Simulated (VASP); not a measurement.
Band structure of Pb (fcc). Calculation: revPBE GGA, VASP's PBE PAW potentials (set 64) (plane waves; VASP).

Unless said otherwise, spin-orbit coupling is left out, though it shifts the bands of the heavy elements here.

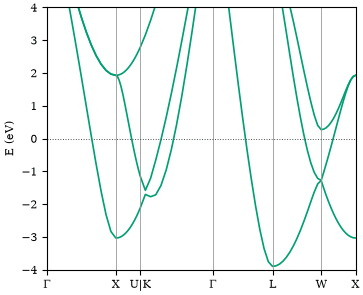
Fig. 1. Bands along high-symmetry lines, zero at the valence-band maximum or, without a gap, the Fermi level

### Question
Read the plot: is there a gap, and where are the band edges?

### Answer
It has no gap at this level: it comes out as a metal or semimetal. (Edges off the drawn lines would not show.)

The compound is Pb in the fcc structure. It was relaxed first, which changed the volume by +8 %.
